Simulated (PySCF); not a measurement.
# CuCl (cuprous chloride) at 6 levels

Wanted: a comparison of 6 runs (HF/STO-3G, HF/3-21G, BLYP/cc-pVTZ, PBE/cc-pVTZ, PBE0/cc-pVTZ, revPBE/cc-pVTZ) of CuCl (cuprous chloride). The job is set up through a Python script.

The results are computed with PySCF 2.14.0.

4 further runs of the same task are left out: 4 set aside as unsound or not needed.

### 1 The molecule

CuCl has 2 atoms, charge 0, and is taken as a singlet. SMILES: `[Cl][Cu]`. The coordinates come from a PBE0-D4/def2-TZVP relaxation.

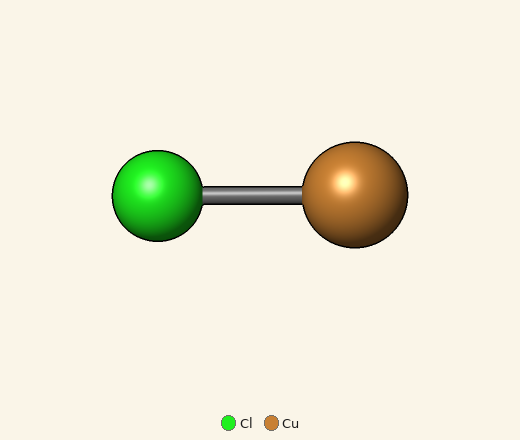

Viewed from a chosen angle; chlorine green, copper orange.

### 2 A single-point energy at HF/STO-3G (run 1)

Contents of geometry.xyz:

```xyz
2
ClCu
Cl     0.898300    -0.345200     0.446400
Cu    -0.868800     0.285000    -0.442400
```

Contents of calc.py:

```python
# [Cl][Cu]
from pyscf import gto

mol = gto.M(
    atom='geometry.xyz',
    max_memory=1860,
    verbose=3,
    basis='sto-3g',
)

calc0 = mol.RHF()
calc0.conv_tol = 1e-10
calc0.kernel()
if not calc0.converged:
    calc0 = calc0.newton().run(calc0.mo_coeff, calc0.mo_occ)

energy = calc0.e_tot
print('E = %.10f Eh' % energy)
```

Started as:

```console
$ OMP_NUM_THREADS=1 python calc.py
```

Output:

```text
converged SCF energy = -2074.95904232481
E = -2074.9590423248 Eh
```

It took 0.64 s on 1 thread of Arm Neoverse V2, shared host; peak memory 0.12 GiB.

### 3 The energy at HF/3-21G (run 2)

Contents of start.xyz:

```xyz
2
ClCu
Cl     0.898300    -0.345200     0.446400
Cu    -0.868800     0.285000    -0.442400
```

Contents of job.py:

```python
from pyscf import gto

mol = gto.M(
    atom='start.xyz',
    verbose=4,
    max_memory=1860,
    charge=0,
    basis='3-21g',
)

myscf = mol.RHF()
myscf.conv_tol = 1e-10
myscf.kernel()
if not myscf.converged:
    myscf = myscf.newton().run(myscf.mo_coeff, myscf.mo_occ)

e_final = myscf.e_tot
print('Final energy', e_final)
```

Started as:

```console
$ OMP_NUM_THREADS=1 python job.py
```

Output:

```text
PySCF version 2.14.0

[... 66 lines left out ...]
converged SCF energy = -2088.02007213211
Final energy -2088.0200721321066
```

Run time: 0.68 s. Hardware: 1 thread of Arm Neoverse V2, shared host; peak memory 0.12 GiB.

### 4 The energy at BLYP/cc-pVTZ (run 3)

Contents of job.py:

```python
from pyscf import gto, dft

mol = gto.M(
    atom='''
Cl     1.697541    -0.652333     0.843574
Cu    -1.641794     0.538572    -0.836015
''',
    verbose=3,
    spin=0,
    basis='cc-pvtz',
    unit='bohr',
    max_memory=1860,
)

myscf = dft.RKS(mol, xc='blyp')
myscf.grids.level = 5
myscf.conv_tol = 1e-10
myscf.kernel()
if not myscf.converged:
    myscf = myscf.newton().run(myscf.mo_coeff, myscf.mo_occ)

etot = myscf.e_tot
print('Final energy', etot)
```

Started as:

```console
$ OMP_NUM_THREADS=1 python job.py
```

Output:

```text
converged SCF energy = -2100.92298433956
Final energy -2100.922984339564
```

It took 12 s on 1 thread of Arm Neoverse V2, shared host; peak memory 0.51 GiB.

Runs 4 to 5 aren't shown in full; the table further down has their settings and results.

### 5 A single-point energy at revPBE/cc-pVTZ (run 6)

Contents of run.py:

```python
from pyscf import gto, dft

molecule = gto.Mole()
molecule.atom = '''
Cl     1.697541    -0.652333     0.843574
Cu    -1.641794     0.538572    -0.836015
'''
molecule.max_memory = 1860
molecule.spin = 0
molecule.basis = 'cc-pvtz'
molecule.unit = 'bohr'
molecule.verbose = 4
molecule.build()

calc0 = dft.RKS(molecule, xc='revpbe')
calc0.grids.level = 5
calc0.conv_tol = 1e-10
calc0.kernel()
if not calc0.converged:
    calc0 = calc0.newton().run(calc0.mo_coeff, calc0.mo_occ)

etot = calc0.e_tot
print('Final energy', etot)
```

Started as:

```console
$ OMP_NUM_THREADS=1 python run.py
```

Output:

```text
PySCF version 2.14.0

[... 51 lines left out ...]
WARN: HOMO -0.00242318355449054 == LUMO -0.00242315066688825
[... 32 lines left out ...]
converged SCF energy = -2100.64018423221
Final energy -2100.6401842322102
```

Run time: 12 s. Hardware: 1 thread of Arm Neoverse V2, shared host; peak memory 0.51 GiB.

### 6 Overview of the runs

| run | level | integration grid | energy (Eh) | dipole moment (D) | HOMO energy (eV) | LUMO energy (eV) | wall time |
| --- | --- | --- | --- | --- | --- | --- | --- |
| 1 | HF/STO-3G | – | -2074.959042 | 0.54 | -7.42 | 2.70 | 0.64 s |
| 2 | HF/3-21G | – | -2088.020072 | 7.18 | -9.09 | -0.02 | 0.68 s |
| 3 | BLYP/cc-pVTZ | 5 | -2100.922984 | 4.29 | -5.89 | -3.96 | 12 s |
| 4 | PBE/cc-pVTZ | 5 | -2100.392178 | 4.45 | -5.94 | -3.90 | 12 s |
| 5 | PBE0/cc-pVTZ | 5 | -2100.425713 | 5.18 | -7.44 | -2.92 | 11 s |
| 6 | revPBE/cc-pVTZ | 5 | -2100.640184 | 4.51 | -5.85 | -3.79 | 12 s |

### 7 Results

| quantity | value |
| --- | --- |
| run 6: total energy | -2100.64018 Eh |
| run 6: dipole moment | 4.51 D |
| run 6: HOMO energy | -5.85 eV |
| run 6: LUMO energy | -3.79 eV |
| run 6: HOMO–LUMO gap | 2.06 eV |

The dipole moment (its size) runs from 0.54 D (HF/STO-3G) to 7.18 D (HF/3-21G). So wide a spread suggests that the runs ended on unlike SCF solutions, not only an effect of the method. The HOMO–LUMO gap runs from 1.93 eV (BLYP/cc-pVTZ) to 10.12 eV (HF/STO-3G). The two ends differ in method and basis. Totals of different functionals can't be ranked against each other. In run 1 the basis is minimal, so the values are rough. All runs together took 48 s, the longest 12 s.
